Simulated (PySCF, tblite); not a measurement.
# C3H2BrN: excited states, first hyperpolarisability

Wanted: excited states, first hyperpolarisability for C3H2BrN (`[C-]#[N+]/C=C/Br`).

Programs: tblite 0.8.0 and PySCF 2.14.0, with routines of our own; each step states its level. All values are computed. Atoms count from 0.

## 1. The starting structure

7 atoms, charge 0, multiplicity 1; geometry from: force field or distance geometry start.

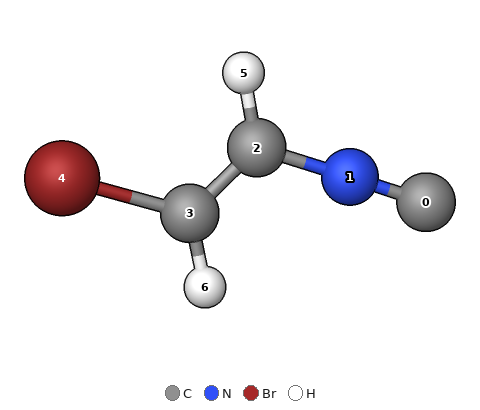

The starting geometry (carbon grey, nitrogen blue, bromine red, hydrogen white).

## 2. Relaxing the molecule with GFN2-xTB

The job: settings as JSON, then the geometry in Å.

```
{"job": {"kind": "relax", "xc": "GFN2-xTB", "basis": "xTB"}, "charge": 0, "multiplicity": 1}
C     -2.536700    -0.343100     0.035200
N     -1.451400     0.044700     0.014300
C     -0.124900     0.493800    -0.002400
C      0.818000    -0.413300    -0.015600
Br     2.634000     0.129900    -0.039500
H      0.075500     1.562500    -0.029200
H      0.588800    -1.469500     0.010100
```

Command:

```
$ OMP_NUM_THREADS=1 python excited_run.py task.json out
```

One launch serves the whole session: the jobs run in the order shown.

The log of the run:

```text
step      E/eV     max force
  0    -390.03308    2.947
  1    -389.98121    4.735
  2    -390.09900    0.656
  3    -390.10731    0.471
  4    -390.11557    0.276
  5    -390.12483    0.241
  6    -390.12737    0.192
  7    -390.13101    0.128
  8    -390.13199    0.116
  9    -390.13293    0.086
 10    -390.13360    0.086
 11    -390.13444    0.088
 12    -390.13509    0.077
 13    -390.13548    0.055
 14    -390.13572    0.059
 15    -390.13599    0.062
 16    -390.13627    0.059
 17    -390.13649    0.043
 18    -390.13663    0.038
 19    -390.13676    0.047
 20    -390.13693    0.050
 21    -390.13712    0.040
 22    -390.13725    0.029
 23    -390.13730    0.018
 24    -390.13733    0.021
 25    -390.13735    0.014
 26    -390.13736    0.006
```

It took 0.07 s on 1 thread of Arm Neoverse V2, shared host.

Step by step: (the energy doesn't fall at every step)

```csv
step,energy from step 0 (eV),largest force (eV/Å)
0,0.0000,2.9473
1,0.0519,4.7350
2,-0.0659,0.6562
3,-0.0742,0.4715
4,-0.0825,0.2761
5,-0.0917,0.2405
6,-0.0943,0.1918
7,-0.0979,0.1279
8,-0.0989,0.1163
9,-0.0999,0.0861
10,-0.1005,0.0856
11,-0.1014,0.0881
12,-0.1020,0.0772
13,-0.1024,0.0551
14,-0.1026,0.0588
15,-0.1029,0.0621
16,-0.1032,0.0589
17,-0.1034,0.0431
18,-0.1036,0.0380
19,-0.1037,0.0471
20,-0.1039,0.0505
21,-0.1040,0.0405
22,-0.1042,0.0287
23,-0.1042,0.0182
24,-0.1043,0.0214
25,-0.1043,0.0143
26,-0.1043,0.0058
```

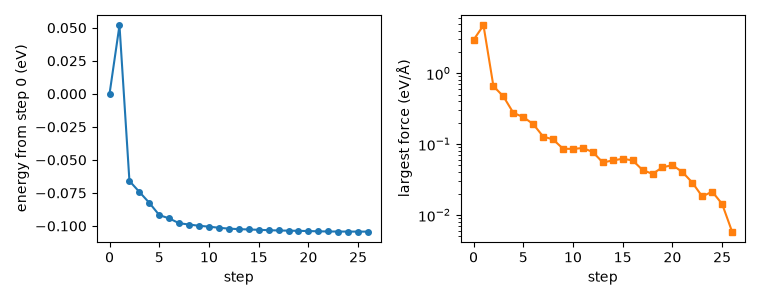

Energy and largest force along the relaxation.

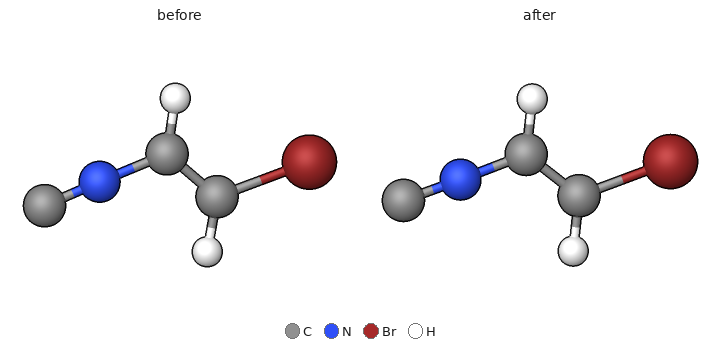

Before and after, at one scale.

Distances of close pairs at the start and the end, largest changes first:

```csv
bond,before (Å),after (Å),change (Å)
N1–C2,1.401,1.351,-0.049
C2–C3,1.308,1.330,+0.022
C3–Br4,1.896,1.878,-0.018
C0–N1,1.153,1.168,+0.015
C2–H5,1.088,1.082,-0.005
C3–H6,1.081,1.079,-0.002
```

The final coordinates are the input of the step that follows.

## 3. Harmonic vibrations with GFN2-xTB

The job: settings as JSON, then the geometry in Å.

```
{"job": {"kind": "ir", "xc": "GFN2-xTB", "basis": "xTB"}, "charge": 0, "multiplicity": 1}
C     -2.568904    -0.261257     0.034463
N     -1.447172     0.063104     0.014911
C     -0.155983     0.460725    -0.008142
C      0.842305    -0.418788    -0.009315
Br     2.642038     0.116530    -0.041190
H      0.000816     1.531450    -0.025216
H      0.690234    -1.486859     0.007411
```

The log of the run:

```text
mode    cm-1     km/mol
  1     140.0     10.21
  2     150.3      8.84
  3     269.0      3.72
  4     392.4      1.03
  5     406.3      1.70
  6     708.5      1.87
  7     742.8      5.80
  8     946.7     26.08
  9    1075.8      0.59
 10    1178.0     21.90
 11    1248.6     10.76
 12    1612.5     47.28
 13    2193.6      0.25
 14    3060.2      9.68
 15    3088.2     10.54
```

It took 0.08 s on 1 thread of Arm Neoverse V2, shared host.

The strongest bands and the atoms that carry them (share of the mass-weighted mode):

```csv
cm⁻¹,km/mol,atoms
140,10.2,"C0 36 %, C3 31 %, C2 18 %"
150,8.8,"C0 44 %, C2 23 %, C3 18 %"
947,26.1,"H5 50 %, H6 41 %"
1178,21.9,"H6 67 %, H5 20 %"
1249,10.8,"H5 61 %, H6 20 %, C2 10 %"
1612,47.3,"C2 54 %, C3 42 %"
3060,9.7,H5 90 %
3088,10.5,H6 90 %
```

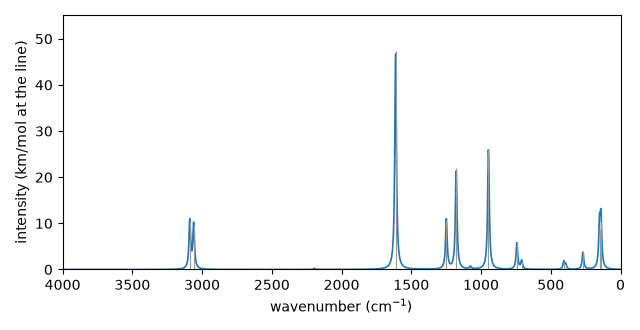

The infrared spectrum from these modes, unscaled. Lines are broadened to a width of 14 cm⁻¹ (Lorentzian).

## 4. Excited states: TDA B3LYP/def2-SVPD

Settings changed since step 3:

```diff
@@ -1,2 +1,2 @@
-{"job": {"kind": "ir", "xc": "GFN2-xTB", "basis": "xTB"}, "charge": 0, "multiplicity": 1}
+{"job": {"kind": "states", "xc": "B3LYP", "basis": "def2-SVPD", "tda": true, "soc": true, "nstates": 5, "ntriplets": 4, "nquad": 4}, "charge": 0, "multiplicity": 1}
 C     -2.568904    -0.261257     0.034463
```

Level: TDA B3LYP/def2-SVPD excited states, vertical, gas phase, spin-orbit mean-field couplings.

The log of the run:

```text
coarse grid: 32936 points
cycle   1  E = -2743.9388431162  dE = -3.932e-01  |g| = 2.335e-01  |ddm| = 4.202e+00
cycle   2  E = -2743.9379708538  dE =  8.723e-04  |g| = 2.187e-01  |ddm| = 8.891e-01
cycle   3  E = -2743.9457403200  dE = -7.769e-03  |g| = 1.357e-01  |ddm| = 3.771e-01
cycle   4  E = -2743.9500920718  dE = -4.352e-03  |g| = 2.325e-02  |ddm| = 1.304e-01
cycle   5  E = -2743.9501750961  dE = -8.302e-05  |g| = 1.028e-02  |ddm| = 3.298e-02
cycle   6  E = -2743.9502003029  dE = -2.521e-05  |g| = 3.456e-03  |ddm| = 1.953e-02
cycle   7  E = -2743.9502032176  dE = -2.915e-06  |g| = 5.986e-04  |ddm| = 4.575e-03
final grid: 68440 points
cycle   8  E = -2743.9501753680  dE =  1.298e-07  |g| = 9.620e-04  |ddm| = 3.119e-03
cycle   9  E = -2743.9501747142  dE =  6.538e-07  |g| = 1.897e-03  |ddm| = 3.187e-03
cycle  10  E = -2743.9501755889  dE = -8.747e-07  |g| = 2.404e-04  |ddm| = 2.125e-03
cycle  11  E = -2743.9501756006  dE = -1.173e-08  |g| = 3.747e-05  |ddm| = 2.531e-04
cycle  12  E = -2743.9501756010  dE = -3.365e-10  |g| = 9.724e-06  |ddm| = 5.966e-05
converged SCF energy = -2743.9501756010

Singlet excitations
state   eV       nm        f     d(h-e)  d(exc)  Lambda  PR(NTO)  |dmu|/D   mu/D   main configurations
  1   5.4417   227.8   0.00024   0.595   3.275   0.551   1.018    2.090    0.391   H->L+1 0.99
  2   5.6522   219.4   0.00011   2.487   3.541   0.368   1.004    6.829    9.250   H-1->L 0.94
  3   5.6790   218.3   0.51730   1.690   3.386   0.770   1.125    3.767    6.196   H->L 0.86
  4   6.0763   204.0   0.02271   2.647   3.557   0.456   1.007    7.326    4.902   H-2->L 0.94
  5   6.5970   187.9   0.00149   0.996   3.523   0.431   1.118                     H->L+2 0.90

Triplet excitations (Tamm-Dancoff)
state   eV     d(h-e)  d(exc)  Lambda  PR(NTO)   main configurations
  1   3.4703   0.448   2.703   0.786   1.019   H->L 0.93
  2   4.8072   1.755   2.896   0.446   1.009   H-2->L 0.74, H-1->L 0.14
  3   4.9854   0.650   3.106   0.548   1.025   H->L+1 0.97
  4   5.5574   2.498   3.502   0.378   1.004   H-1->L 0.84, H-2->L 0.15
S1 - T1 = 1.9714 eV

Spin-orbit couplings |<S|Hso|T>| (cm-1)
             T1       T2       T3       T4
S0        1.437   35.795  631.020  344.528
S1      149.192    3.498    5.671   29.667
S2      526.215   53.707   11.008   21.380
S3        0.075   78.959  143.017  921.657
S4       71.184   10.869    1.004   83.825
S5       61.039    0.259   32.930   38.356
T1 sublevels (cm-1): 0.000 0.181 0.824   radiative rates (1/s): 390 0.204 16.2
```

Wall time 14 s (1 thread of Arm Neoverse V2, shared host); peak memory 0.53 GiB.

In short:

```csv
quantity,value
S1 less T1,1.97 eV
```

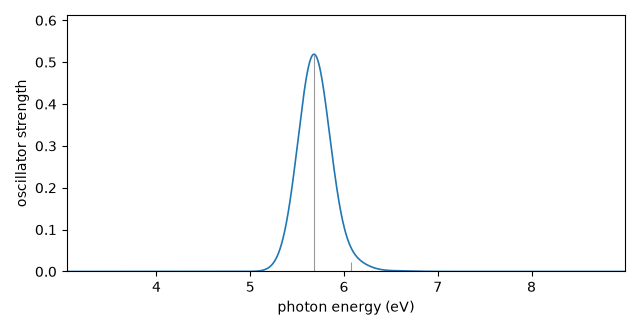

Absorption lines of the singlets. Lines are broadened to a width of 0.40 eV (Gaussian).

## 5. Excited states: TDDFT B3LYP/def2-SVPD

The job: settings as JSON, then the geometry in Å.

```
{"job": {"kind": "states", "xc": "B3LYP", "basis": "def2-SVPD", "tpa": true, "nstates": 6, "nquad": 5, "ntriplets": 0}, "charge": 0, "multiplicity": 1}
C     -2.568904    -0.261257     0.034463
N     -1.447172     0.063104     0.014911
C     -0.155983     0.460725    -0.008142
C      0.842305    -0.418788    -0.009315
Br     2.642038     0.116530    -0.041190
H      0.000816     1.531450    -0.025216
H      0.690234    -1.486859     0.007411
```

Level: TDDFT B3LYP/def2-SVPD excited states, vertical, gas phase, two-photon moments by quadratic response.

The log of the run:

```text
coarse grid: 32936 points
cycle   1  E = -2743.9388431162  dE = -3.932e-01  |g| = 2.335e-01  |ddm| = 4.202e+00
cycle   2  E = -2743.9379708538  dE =  8.723e-04  |g| = 2.187e-01  |ddm| = 8.891e-01
cycle   3  E = -2743.9457403200  dE = -7.769e-03  |g| = 1.357e-01  |ddm| = 3.771e-01
cycle   4  E = -2743.9500920718  dE = -4.352e-03  |g| = 2.325e-02  |ddm| = 1.304e-01
cycle   5  E = -2743.9501750961  dE = -8.302e-05  |g| = 1.028e-02  |ddm| = 3.298e-02
cycle   6  E = -2743.9502003029  dE = -2.521e-05  |g| = 3.456e-03  |ddm| = 1.953e-02
cycle   7  E = -2743.9502032176  dE = -2.915e-06  |g| = 5.986e-04  |ddm| = 4.575e-03
final grid: 68440 points
cycle   8  E = -2743.9501753680  dE =  1.298e-07  |g| = 9.620e-04  |ddm| = 3.119e-03
cycle   9  E = -2743.9501747142  dE =  6.538e-07  |g| = 1.897e-03  |ddm| = 3.187e-03
cycle  10  E = -2743.9501755889  dE = -8.747e-07  |g| = 2.404e-04  |ddm| = 2.125e-03
cycle  11  E = -2743.9501756006  dE = -1.173e-08  |g| = 3.747e-05  |ddm| = 2.531e-04
cycle  12  E = -2743.9501756010  dE = -3.365e-10  |g| = 9.724e-06  |ddm| = 5.966e-05
converged SCF energy = -2743.9501756010

Singlet excitations
state   eV       nm        f     d(h-e)  d(exc)  Lambda  PR(NTO)  |dmu|/D   mu/D   delta(TPA)   sigma/GM   main configurations
  1   5.4151   229.0   0.00053   0.612   3.279   0.551   1.020    2.138    0.333        3.02      0.032   H->L+1 0.99
  2   5.4244   228.6   0.41300   1.534   3.318   0.767   1.158    3.414    5.846      303.29      3.269   H->L 0.94
  3   5.6479   219.5   0.00013   2.459   3.543   0.367   1.003    6.735    9.155        0.27      0.003   H-1->L 0.95
  4   5.9938   206.9   0.01722   2.609   3.560   0.457   1.011    7.128    4.705       12.45      0.164   H-2->L 0.95
  5   6.5539   189.2   0.00004   0.539   2.806   0.557   1.017    0.927    3.197        5.06      0.080   H-1->L+1 0.90
  6   6.5879   188.2   0.00160   1.039   3.528   0.431   1.115                                            H->L+2 0.90
```

It took 14 s on 1 thread of Arm Neoverse V2, shared host; peak memory 0.54 GiB.

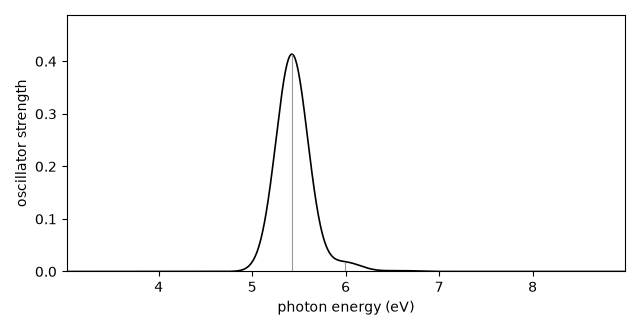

Absorption lines of the singlets. Lines are broadened to a width of 0.40 eV (Gaussian).

## 6. First hyperpolarisability: quadratic response PBE0/def2-SVPD

The job: settings as JSON, then the geometry in Å.

```
{"job": {"kind": "beta", "xc": "PBE0", "basis": "def2-SVPD", "wavelengths": [1907, 1064]}, "charge": 0, "multiplicity": 1}
C     -2.568904    -0.261257     0.034463
N     -1.447172     0.063104     0.014911
C     -0.155983     0.460725    -0.008142
C      0.842305    -0.418788    -0.009315
Br     2.642038     0.116530    -0.041190
H      0.000816     1.531450    -0.025216
H      0.690234    -1.486859     0.007411
```

With the program's defaults for keys left out, this is: quadratic response PBE0/def2-SVPD first hyperpolarisability, Taylor convention, gas phase.

The log of the run:

```text
coarse grid: 32936 points
cycle   1  E = -2743.4076522072  dE = -3.712e-01  |g| = 2.210e-01  |ddm| = 4.287e+00
cycle   2  E = -2743.4041626133  dE =  3.490e-03  |g| = 2.379e-01  |ddm| = 8.723e-01
cycle   3  E = -2743.4161467130  dE = -1.198e-02  |g| = 1.111e-01  |ddm| = 3.904e-01
cycle   4  E = -2743.4189293076  dE = -2.783e-03  |g| = 2.091e-02  |ddm| = 1.041e-01
cycle   5  E = -2743.4189930754  dE = -6.377e-05  |g| = 1.019e-02  |ddm| = 3.065e-02
cycle   6  E = -2743.4190174152  dE = -2.434e-05  |g| = 2.628e-03  |ddm| = 1.899e-02
cycle   7  E = -2743.4190190237  dE = -1.609e-06  |g| = 6.170e-04  |ddm| = 3.892e-03
final grid: 68440 points
cycle   8  E = -2743.4190211297  dE =  1.100e-07  |g| = 9.162e-04  |ddm| = 3.016e-03
cycle   9  E = -2743.4190207015  dE =  4.282e-07  |g| = 1.589e-03  |ddm| = 3.333e-03
cycle  10  E = -2743.4190213340  dE = -6.325e-07  |g| = 2.094e-04  |ddm| = 2.133e-03
cycle  11  E = -2743.4190213430  dE = -9.012e-09  |g| = 2.449e-05  |ddm| = 2.017e-04
cycle  12  E = -2743.4190213432  dE = -1.255e-10  |g| = 6.670e-06  |ddm| = 3.948e-05
converged SCF energy = -2743.4190213432

Lowest singlets (eV, f): 5.5548 0.4334  5.5645 0.0004  5.8354 0.0003

First hyperpolarisability (au)
process     nm      |vector|   parallel      HRS      DR
static         -      239.22      143.2     129.99    2.78
shg       1907.0      264.17     158.04     141.35   2.847
eope      1907.0      247.15     147.92          -       -
shg       1064.0      334.31     199.69     172.91    3.01
eope      1064.0      266.07     159.17          -       -
```

It took 13 s on 1 thread of Arm Neoverse V2, shared host; peak memory 0.54 GiB.

## 7. Summary of results

| quantity | value |
| --- | --- |
| strongest single infrared mode (GFN2-xTB) | 1612 cm⁻¹, 47 km/mol |
| zero-point energy (GFN2-xTB) | 24.6 kcal/mol |
| S1 less T1 (step 4, TDA B3LYP/def2-SVPD) | 1.97 eV |
| β vector (step 6, quadratic response PBE0/def2-SVPD) | static 239, SHG 1907.0 nm 264, SHG 1064.0 nm 334 au |

**Reading.** No mode is imaginary among the 15: a minimum at this level. The strongest single mode, at 1612 cm⁻¹, moves mainly C2 and C3. Unscaled tight-binding wavenumbers are off by several per cent, some by more. Its intensities can rank the bands wrongly. Scalar relativity is left out for the heavy atoms. In step 4, the number of triplets below S1 is 3, and the largest singlet-triplet spin-orbit coupling is S3–T4, 921.66 cm⁻¹. Steps that list no spin-orbit terms leave them out, which matters at and beside the heavy atoms. β grows from 239 au (static) to 334 au for doubling at 1064.0 nm: normal dispersion, which grows as twice the photon energy moves toward the bright states.
